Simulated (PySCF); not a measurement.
```xyz
15

C     3.2442    0.7807    0.2210
C     1.9224    0.6513    0.2429
Al    1.0169   -0.9444   -0.5052
Cl    2.0611   -2.4733   -1.3463
O    -0.6273   -1.0333   -0.4309
C    -2.0089   -0.8646   -0.3096
C    -2.3706    0.6024   -0.1203
H     3.7596    1.6419    0.6271
H     3.8775    0.0194   -0.2107
H     1.3336    1.4496    0.6895
H    -2.3598   -1.4494    0.5492
H    -2.4908   -1.2537   -1.2146
H    -1.9045    0.9831    0.7853
H    -3.4487    0.7162   -0.0438
H    -2.0091    1.1819   -0.9668
```

Geometry: GFN2-xTB.

These are results of PySCF 2.14.0, PBE0/pcSseg-1, SCF density, gas phase, non-relativistic, not measurements.

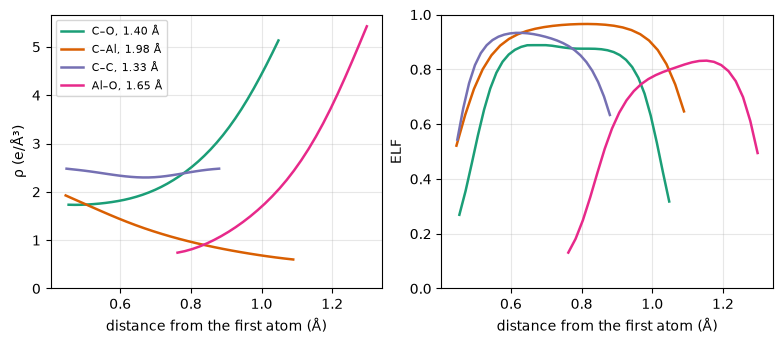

C4H8AlClO (SMILES C=[CH][Al]([Cl])[O]CC). Electron density and electron localisation function along straight lines between neighbouring atoms. The curves leave out the atomic cores.

Compare the contacts.

C–O (1.40 Å): ρ at the midpoint is about 2 e/Å³, with its minimum of 1.7 e/Å³ about 0.5 Å from C; the ELF peaks at about 0.90 between the atoms; a shared but strongly polarised pair.
C–Al (1.98 Å): the density is about 0.69 e/Å³ at the midpoint; the ELF peaks at about 0.95 between the atoms; a polar covalent bond.
C–C (1.33 Å): ρ at the midpoint is about 2.3 e/Å³; the ELF peaks at about 0.95 between the atoms; a multiple bond.
Al–O (1.65 Å): the density is about 0.87 e/Å³ at the midpoint; the ELF peaks at about 0.85 in the valence shell of O, 0.5 Å from its nucleus, and is about 0.35 at the midpoint.
